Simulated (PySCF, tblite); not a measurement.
# C₆H₈FSi radical: geometry, infrared bands and EPR parameters

Wanted: the infrared bands and EPR parameters of C₆H₈FSi radical (`CC#C[SiH]1C[C](F)C1`), by calculation.

The runs use tblite 0.8.0 and PySCF 2.14.0, with density-fitted response routines of our own; the level of theory stands in each step. All values are computed, except where a source is named. Atoms are numbered from 0 throughout.

## Step 1: The molecule as given

16 atoms, charge 0, multiplicity 2; geometry from: force field or distance geometry start.

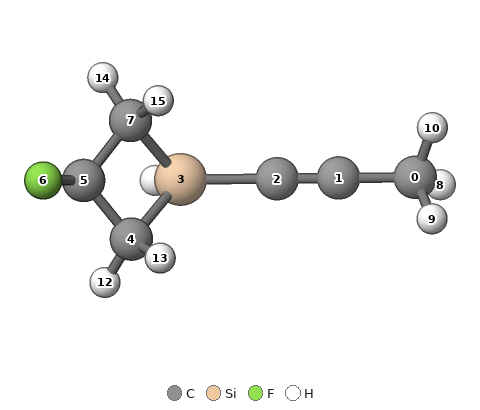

As it starts; carbon grey, silicon light orange, fluorine green, hydrogen white, atoms numbered.

## Step 2: Geometry optimisation with GFN2-xTB

Job settings and geometry (Å):

```
{"job": {"kind": "relax", "xc": "GFN2-xTB", "basis": "xTB"}, "charge": 0, "multiplicity": 2}
C      3.671300    -0.450000    -0.012700
C      2.232000    -0.244000    -0.286300
C      1.076000    -0.089100    -0.490600
Si    -0.738500     0.172500    -0.834200
C     -1.915300    -1.098500    -0.100200
C     -2.748300     0.019300     0.410200
F     -3.642500    -0.154900     1.393700
C     -1.710200     1.096100     0.473000
H      4.245300    -0.406600    -0.938900
H      3.835600    -1.422900     0.457400
H      4.041200     0.323500     0.661000
H     -1.062800     0.559000    -2.221700
H     -2.442300    -1.715400    -0.829300
H     -1.503400    -1.730000     0.683700
H     -2.098400     2.076300     0.159500
H     -1.247600     1.177600     1.464100
```

The run is started by

```sh
OMP_NUM_THREADS=1 python probes_run.py task.json out
```

This one command runs all jobs of the session in turn.

Standard output:

```text
step      E/eV     max force
  0    -631.54451    3.549
  1    -631.43723    6.697
  2    -631.69080    0.778
  3    -631.71553    0.487
  4    -631.74838    0.716
  5    -631.76300    0.378
  6    -631.77007    0.211
  7    -631.77648    0.260
  8    -631.78048    0.214
  9    -631.78297    0.114
 10    -631.78476    0.138
 11    -631.78674    0.190
 12    -631.78927    0.217
 13    -631.79247    0.199
 14    -631.79604    0.144
 15    -631.79907    0.102
 16    -631.80069    0.102
 17    -631.80144    0.069
 18    -631.80216    0.066
 19    -631.80309    0.096
 20    -631.80407    0.105
 21    -631.80487    0.082
 22    -631.80551    0.086
 23    -631.80628    0.109
 24    -631.80725    0.125
 25    -631.80827    0.104
 26    -631.80917    0.069
 27    -631.81007    0.093
 28    -631.81126    0.167
 29    -631.81281    0.187
 30    -631.81416    0.120
 31    -631.81489    0.075
 32    -631.81556    0.083
 33    -631.81674    0.187
 34    -631.81842    0.273
 35    -631.82055    0.267
 36    -631.82291    0.136
 37    -631.82479    0.099
 38    -631.82636    0.154
 39    -631.82760    0.163
 40    -631.82898    0.157
 41    -631.82986    0.097
 42    -631.83095    0.105
 43    -631.83286    0.178
 44    -631.83491    0.187
 45    -631.83698    0.106
 46    -631.83727    0.103
 47    -631.83747    0.042
 48    -631.83759    0.030
 49    -631.83798    0.038
 50    -631.83810    0.042
 51    -631.83848    0.043
 52    -631.83887    0.055
 53    -631.83967    0.093
 54    -631.84080    0.122
 55    -631.84168    0.101
 56    -631.84153    0.272
 57    -631.84308    0.087
 58    -631.84358    0.072
 59    -631.84520    0.059
 60    -631.84669    0.101
 61    -631.84830    0.097
 62    -631.84979    0.090
 63    -631.85067    0.133
 64    -631.85152    0.072
 65    -631.85202    0.059
 66    -631.85288    0.056
 67    -631.85300    0.035
 68    -631.85313    0.043
 69    -631.85328    0.064
 70    -631.85350    0.074
 71    -631.85374    0.049
 72    -631.85391    0.025
 73    -631.85400    0.025
 74    -631.85405    0.025
 75    -631.85409    0.018
 76    -631.85411    0.013
 77    -631.85413    0.014
 78    -631.85416    0.023
 79    -631.85419    0.018
 80    -631.85421    0.010
```

Run time: 0.47 s. Hardware: 1 thread of Arm Neoverse V2, shared host.

Step by step: (not every step is listed) (the energy doesn't fall at every step)

```tsv
step	energy from step 0 (eV)	largest force (eV/Å)
0	0.0000	3.5487
1	0.1073	6.6974
2	-0.1463	0.7780
3	-0.1710	0.4871
4	-0.2039	0.7161
5	-0.2185	0.3782
6	-0.2256	0.2109
7	-0.2320	0.2596
8	-0.2360	0.2141
14	-0.2515	0.1444
20	-0.2596	0.1054
26	-0.2647	0.0686
32	-0.2711	0.0829
38	-0.2819	0.1542
44	-0.2904	0.1866
50	-0.2936	0.0424
56	-0.2970	0.2720
62	-0.3053	0.0902
68	-0.3086	0.0432
74	-0.3095	0.0246
75	-0.3096	0.0177
76	-0.3096	0.0133
77	-0.3096	0.0143
78	-0.3097	0.0233
79	-0.3097	0.0184
80	-0.3097	0.0100
```

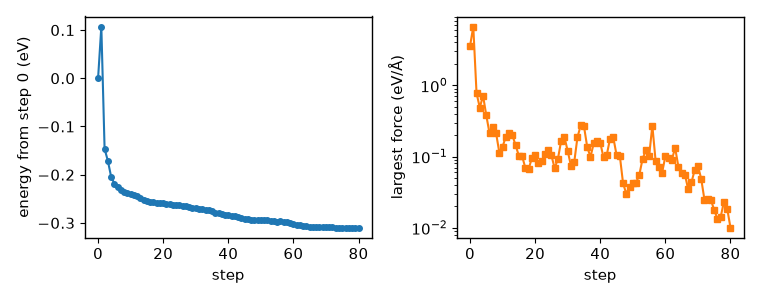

Energy and largest force along the relaxation.

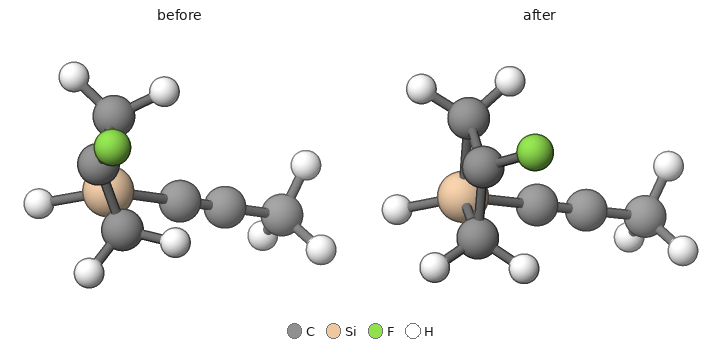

The geometry before (left) and after (right).

Close pairs (by a distance rule), those that changed most:

```tsv
bond	before (Å)	after (Å)	change (Å)
Si3–C7	1.872	1.926	+0.054
Si3–C4	1.881	1.927	+0.045
C0–C1	1.479	1.443	-0.036
C2–Si3	1.865	1.838	-0.027
C1–C2	1.184	1.206	+0.022
C5–F6	1.341	1.362	+0.021
Si3–H11	1.476	1.462	-0.014
C4–C5	1.485	1.496	+0.012
```

The next job starts from the end point, and lists it.

## Step 3: Harmonic vibrations with GFN2-xTB

Job settings and geometry (Å):

```
{"job": {"kind": "ir", "xc": "GFN2-xTB", "basis": "xTB"}, "charge": 0, "multiplicity": 2}
C      3.526057    -0.471609     0.124058
C      2.146630    -0.251156    -0.238276
C      0.994904    -0.065019    -0.544425
Si    -0.769217     0.209241    -0.980511
C     -1.956710    -1.120645    -0.250540
C     -2.436629    -0.085314     0.717154
F     -2.571814    -0.417868     2.030854
C     -1.745550     1.192030     0.358158
H      4.152766    -0.444234    -0.766932
H      3.633374    -1.443653     0.604585
H      3.857304     0.302796     0.815372
H     -0.965950     0.596979    -2.376282
H     -2.737111    -1.483299    -0.921851
H     -1.522072    -1.994531     0.237892
H     -2.424344     1.962547    -0.011171
H     -1.189238     1.626494     1.190505
```

Standard output:

```text
mode    cm-1     km/mol
  1     -27.1      0.02
  2      31.7      1.81
  3      79.2      0.19
  4      98.4      1.15
  5     209.5     15.38
  6     210.9     11.21
  7     300.6      1.80
  8     317.9      1.72
  9     318.4      0.74
 10     373.9      3.32
 11     442.9     33.95
 12     522.4     78.12
 13     557.0      2.19
 14     596.0    173.98
 15     638.0      0.77
 16     670.5     68.32
 17     734.3     32.91
 18     775.3    208.81
 19     865.1     55.41
 20     991.6      7.00
 21    1012.2      7.11
 22    1013.3      4.72
 23    1037.1     25.81
 24    1116.5      5.61
 25    1128.7      0.97
 26    1129.1     15.97
 27    1187.9     49.12
 28    1248.9    202.20
 29    1380.7      3.56
 30    1443.4      0.02
 31    1443.8     17.98
 32    1444.2      7.91
 33    1448.3      2.23
 34    2257.8    374.49
 35    2317.5    266.98
 36    2934.2     20.38
 37    2935.9     58.59
 38    2965.0     39.88
 39    2966.5      3.95
 40    3006.8     14.45
 41    3007.2     14.49
 42    3013.1     18.47
```

Wall time 0.48 s (1 thread of Arm Neoverse V2, shared host).

Which atoms move in the most intense modes:

```tsv
cm⁻¹	km/mol	atoms
522	78.1	H11 77 %
596	174.0	H11 55 %, Si3 12 %
670	68.3	Si3 27 %, C4 23 %, C7 23 %
775	208.8	Si3 20 %, H12 16 %, H14 15 %, C4 11 %
1249	202.2	C5 55 %
2258	374.5	H11 97 %
2318	267.0	C1 53 %, C2 46 %
2936	58.6	H14 60 %, H15 23 %
```

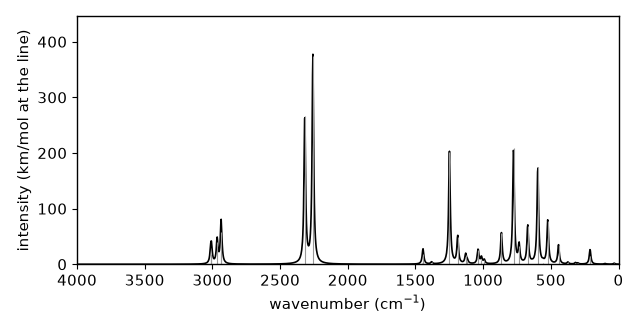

The infrared spectrum from these modes, unscaled. Lines are broadened to a width of 14 cm⁻¹ (Lorentzian).

## Step 4: EPR parameters: B3LYP/pcH-1

Same as in step 3 but for these lines:

```diff
@@ -1,2 +1,2 @@
-{"job": {"kind": "ir", "xc": "GFN2-xTB", "basis": "xTB"}, "charge": 0, "multiplicity": 2}
+{"job": {"kind": "epr", "basis": "pcH-1"}, "charge": 0, "multiplicity": 2}
 C      3.526057    -0.471609     0.124058
```

Level: UKS B3LYP, pcH-1 on C F H Si, non-relativistic, mean-field spin-orbit, GIAO.

Standard output:

```text
UKS, coarse grid
  cycle   1  E = -622.60064229  |g| = 4.96e-01
  cycle   2  E = -622.54649803  |g| = 6.36e-01
  cycle   3  E = -622.70080695  |g| = 1.04e-01
  cycle   4  E = -622.70361068  |g| = 5.60e-02
  cycle   5  E = -622.70491365  |g| = 2.53e-02
  cycle   6  E = -622.70519568  |g| = 5.72e-03
  cycle   7  E = -622.70521083  |g| = 2.07e-03
  cycle   8  E = -622.70521325  |g| = 7.02e-04
UKS, final grid
  cycle   1  E = -622.70522336  |g| = 8.98e-04
  cycle   2  E = -622.70522278  |g| = 1.44e-03
  cycle   3  E = -622.70522377  |g| = 2.75e-04
  cycle   4  E = -622.70522380  |g| = 6.44e-05
  cycle   5  E = -622.70522381  |g| = 4.17e-05
  cycle   6  E = -622.70522381  |g| = 1.04e-05
E = -622.70522381 Eh   <S^2> = 0.7535 (exact 0.7500)
g shifts (ppm)      1          2          3
  rmc          -195       -195       -195
  gc              4        -22          7
  oz_so        -701       1642       2608
  total        -892       1424       2420
hyperfine (MHz)  atom isotope    a_iso     a_fc   dipolar eigenvalues
    0   13C       0.07       0.07     -0.09     -0.09      0.18
    1   13C       1.02       1.02     -0.41      0.17      0.24
    2   13C       7.41       7.41     -0.46     -0.32      0.79
    3  29Si     -79.16     -79.19     -4.28      0.87      3.40
    4   13C     -10.44     -10.46     -4.32     -1.85      6.17
    5   13C     226.57     226.53    -80.80    -77.59    158.39
    6   19F     168.67     168.15   -230.71   -196.62    427.33
    7   13C     -10.41     -10.44     -4.32     -1.84      6.16
    8    1H       0.16       0.16     -0.25     -0.25      0.50
    9    1H       0.05       0.05     -0.30     -0.30      0.60
   10    1H      -0.04      -0.04     -0.30     -0.29      0.58
   11    1H      19.56      19.56     -1.64     -1.27      2.91
   12    1H     102.75     102.75     -6.38     -4.95     11.33
   13    1H      46.00      45.99     -4.94     -2.48      7.42
   14    1H     102.68     102.68     -6.39     -4.95     11.35
   15    1H      46.23      46.22     -4.94     -2.48      7.42
```

Run time: 100 s. Hardware: 1 thread of Arm Neoverse V2, shared host; peak memory 0.97 GiB.

Principal g values 2.00143, 2.00374, 2.00474; g(iso) = 2.00330, against 2.00232 for a free electron.

Hyperfine couplings; where a row names several nuclei, a(iso) is their mean (it holds for fast rotation or exchange) and the dipolar term the largest among them:

```tsv
nuclei	isotope	a(iso) (MHz)	a(iso) (G, at g = 2.0023)	largest dipolar term (MHz)
C5	13C	226.6	80.8	158.4
F6	19F	168.7	60.2	427.3
H12, H14	1H	102.7	36.7	11.3
Si3	29Si	-79.2	-28.2	-4.3
H13, H15	1H	46.1	16.5	7.4
H11	1H	19.6	7.0	2.9
C4, C7	13C	-10.4	-3.7	6.2
C2	13C	7.4	2.6	0.8
C1	13C	1.0	0.4	-0.4
C0	13C	0.1	0.0	0.2
H8, H9, H10	1H	0.1	0.0	0.6
```

Mulliken spin populations:

C0 0.00; C1 0.00; C2 0.00; Si3 0.04; C4 -0.05; C5 0.86; F6 0.06; C7 -0.05; H8 0.00; H9 0.00; H10 0.00; H11 0.01; H12 0.04; H13 0.03; H14 0.04; H15 0.03

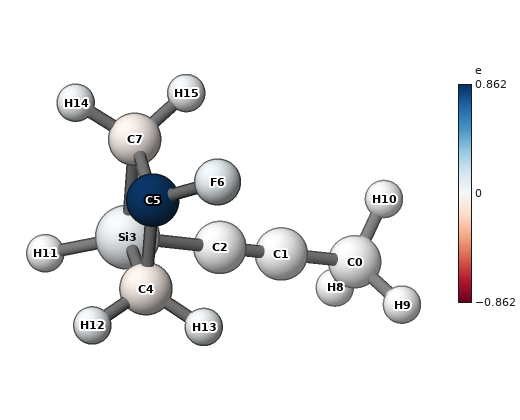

Mulliken spin populations, as colours on the atoms.

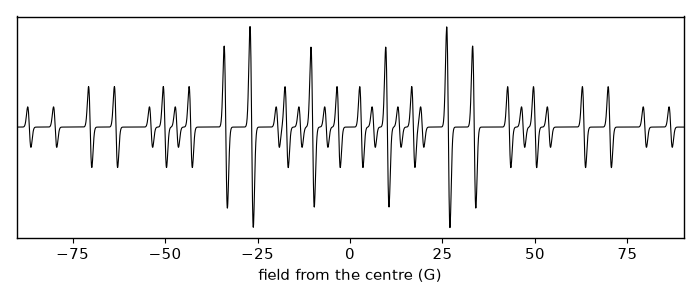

First-order isotropic spectrum (first derivative, main isotopes with spin only, couplings over 0.8 MHz, Gaussian width 0.4 G; couplings of the frozen geometry, rotation of groups not averaged beyond the rows shown).

Orbitals, density, ELF and potential are computed afterwards from the orbital file.

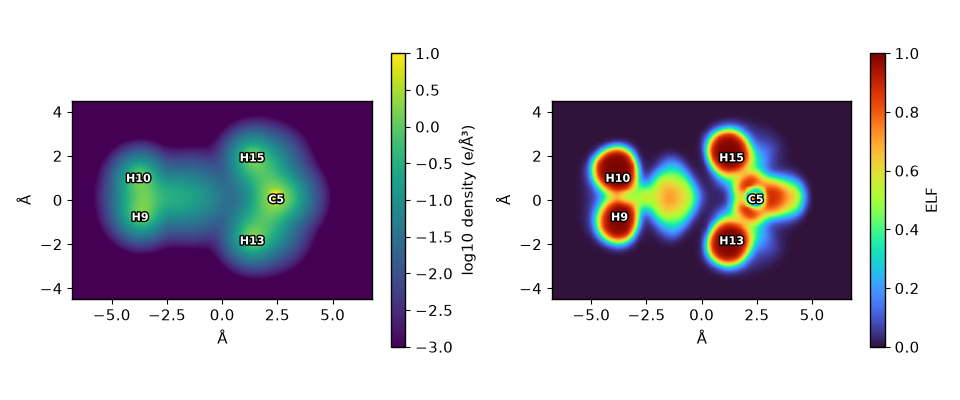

Density (left) and ELF (right) in a plane through or near 5 of the atoms.

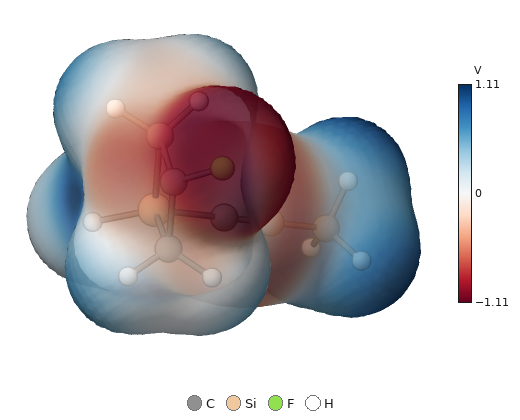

Electrostatic potential on the surface of density 0.002 e/bohr³; red is low, blue high. It runs from -1.11 V near F6 to 1.08 V near H11.

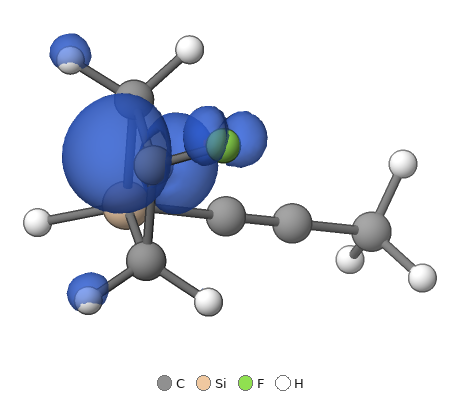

Spin density at ±0.05 e/Å³ (alpha excess blue, beta excess red).

## Step 5: Outcome

| quantity | value |
| --- | --- |
| strongest single infrared mode (GFN2-xTB) | 2258 cm⁻¹, 374 km/mol |
| zero-point energy (GFN2-xTB) | 71.7 kcal/mol |
| g(iso) (B3LYP) | 2.00330 |
| ⟨S²⟩ | 0.753 (exact 0.75) |
| largest a(iso) (averaged by class) | 13C on C5, 226.6 MHz |
| potential on the surface of density 0.002 e/bohr³, 1st and 99th percentile | -1.11 V and 1.08 V |

In words: The optimisation took 80 steps and gained 0.310 eV; among the close pairs (by a distance rule), Si3–C7 changed most, from 1.872 to 1.926 Å. The lowest mode is imaginary (27i cm⁻¹), so the xTB geometry is not a minimum: the zero-point energy counts the real modes alone, and all values at this geometry belong to a saddle point. The strongest single mode, at 2258 cm⁻¹, moves mainly H11. GFN2-xTB is a fitted tight-binding method: band positions and strengths are rough. Its intensities can rank the bands wrongly. Most of the unpaired spin sits on C5 (0.86 e). The isotropic g lies 1.0 ppt above the free-electron value. The conformer search found further structures of the same energy, which may be mirror or relabelled copies of this one.
